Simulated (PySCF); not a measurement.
The calculation's input:

```
{"job": {"xc": "PBE0", "basis": "pcSseg-1", "solvent": "chloroform", "kind": "nmr", "pop": true}, "charge": 0, "multiplicity": 1}
C      1.624136     0.047176    -0.512729
Si     0.007596     0.002871     0.401410
C     -1.438300    -0.309260    -0.747874
O     -0.265140     1.432127     1.227513
O      0.164812    -1.202787     1.538397
H      1.607168     0.796829    -1.318840
H      2.443225     0.302719     0.176474
H      1.849270    -0.933405    -0.959750
H     -2.394738    -0.344276    -0.201565
H     -1.317103    -1.274054    -1.265194
H     -1.518542     0.472324    -1.521134
H     -0.975774     1.985203     0.895562
H     -0.442405    -1.150779     2.281631
```

Run with:

```sh
OMP_NUM_THREADS=1 python ens_run.py task.json out
```

Geometry: PBE0-D3(BJ)/def2-SVP.

Theory: PBE0/pcSseg-1, SCF density, in a chloroform solvent model, non-relativistic (PySCF 2.14.0).

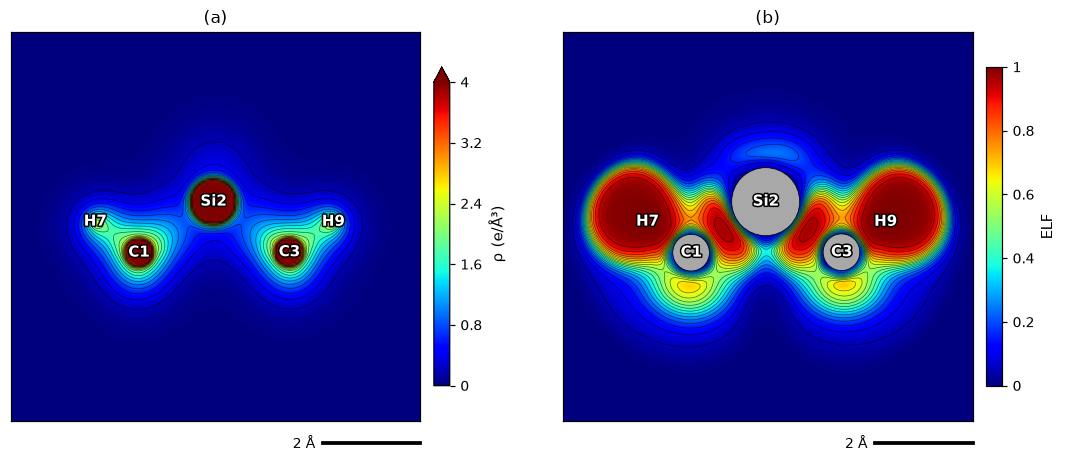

C2H8O2Si (SMILES C[Si](C)(O)O). (a) electron density; (b) electron localisation function on the plane of atoms C1, Si2 and C3. Grey discs cover the atomic cores in the ELF map.

> Read the bonding off the picture.

The plane passes through C, Si and H nuclei.
C–Si (1.86 Å): the density is about 1 e/Å³ at the midpoint; the ELF peaks at about 0.95 between the atoms (a covalent bond).
C–H (1.10 Å): the density is about 1.9 e/Å³ at the midpoint; the ELF climbs to about 1 towards the hydrogen, as it does in any bond to H: a covalent bond by its length.
